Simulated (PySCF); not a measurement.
**F$_{2}$, SMILES `FF`: what the electrons do**

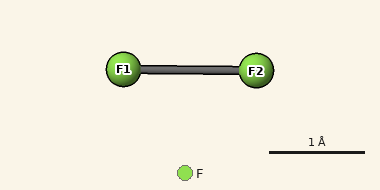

The molecule, with its atoms numbered as below. No frequency check shows the geometry to be a minimum.

Geometry (Å), atoms numbered from 1:

```
F1       0.7016    0.0000    0.0000
F2      -0.7016    0.0000    0.0000
```

## 1. Bonding charge

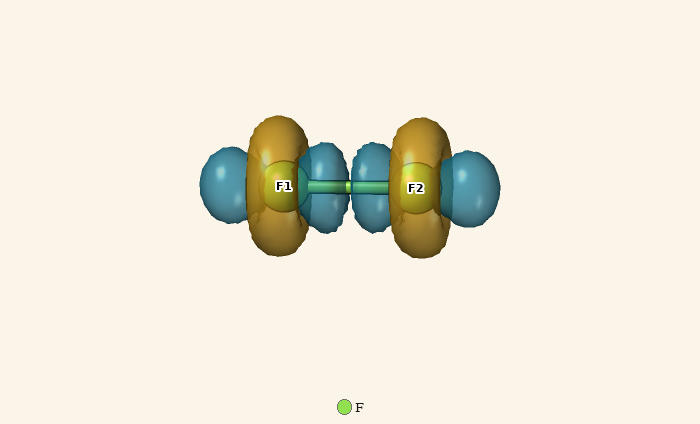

Deformation density (molecule less spherical, spin-averaged free atoms at the same positions), surfaces at ±0.1 e/Å³; yellow: gain, teal: loss.

Computed with PySCF, PBE0/def2-TZVP, geometry: GFN2-xTB.

Describe the bonding that the map shows.

Answer. F1–F2: −0.05 e/Å³ at the bond critical point (bond length 1.40 Å, Mayer order 0.9). In all, 0.7 electrons gather in the regions of gain relative to the promolecule. A small or negative value marks a very polar bond, one between electron-rich atoms, whose free-atom densities already overlap strongly, a long bond to a heavier atom, or a closed-shell contact such as a hydrogen bond.

Where do the Hirshfeld charges lie?

Answer. The highest Hirshfeld charge is on F1 and F2 (0.00 e), the lowest on F1 and F2 (0.00 e).

## 2. Electrostatic potential

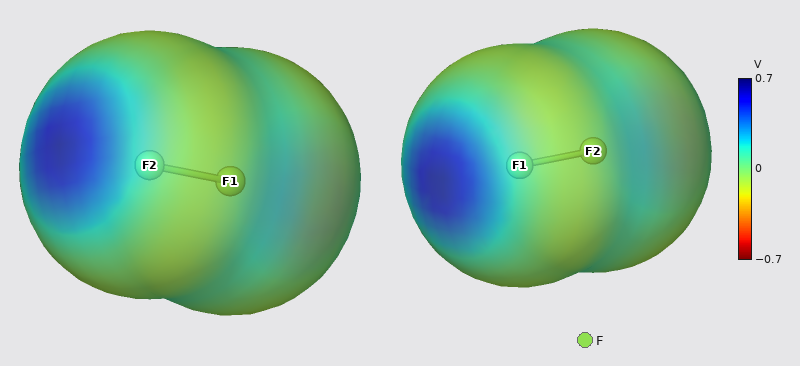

Electrostatic potential on the surface of electron density 0.001 a.u. (back view left, front view right).

Where are the extremes of the potential on the surface?

Answer. Highest: 0.62 V, 1.5 Å from F1, and at like points elsewhere. Further maxima include 0.09 V, off the F1–F2 bond (1.7 to 1.8 Å from its atoms), and at like points elsewhere. Lowest: −0.09 V, 1.7 Å from F2, and at like points elsewhere. The surface is sampled at points, so like sites can differ by a few per cent and only the strongest of them is named.

## 3. Excited states

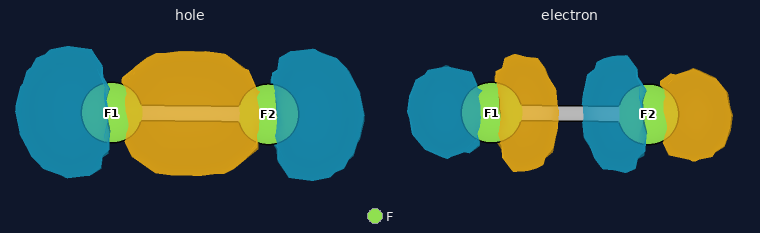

Leading natural transition orbital pair of T₃ (full linear response triplet states); the surfaces enclose about 78 % of each orbital's density.

Computed with PySCF, BHandHLYP/def2-SVPD, geometry: GFN2-xTB.

Give its energy and the atoms that hole and electron lie on.

Answer. 4.55 eV (273 nm), spin-forbidden from the singlet ground state; the leading pair carries 100 %; hole on F1 and F2 (50 % each), electron on F1 and F2 (50 % each); their centroids lie 0.0 Å apart. The HOMO–LUMO gap is 12.07 eV.

## 4. Localised orbitals

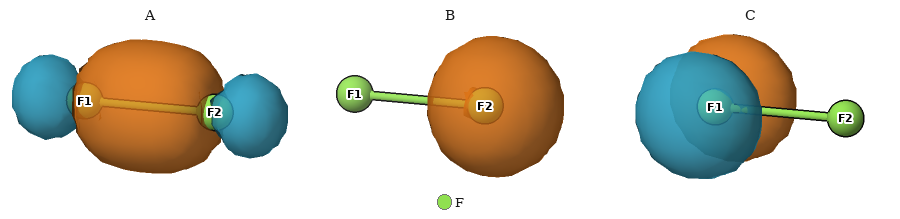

Pipek–Mezey orbitals, occupied; each surface holds about 80 % of the orbital's density. Energies are diagonal elements of the Fock matrix.

Level of theory: PBE0/def2-TZVP (PySCF), at a geometry from GFN2-xTB.

Identify each orbital.

Answer. By panel:
- A: σ bond F1–F2 (F1 50 %, F2 50 %; −22.1 eV)
- B: lone pair on F2 (s-type) (F2 100 %; −31.8 eV)
- C: lone pair on F1 (p-type) (F1 100 %; −13.5 eV)

How do all the valence pairs divide up?

Answer. 7 pairs: 6 lone pairs and 1 σ bond.
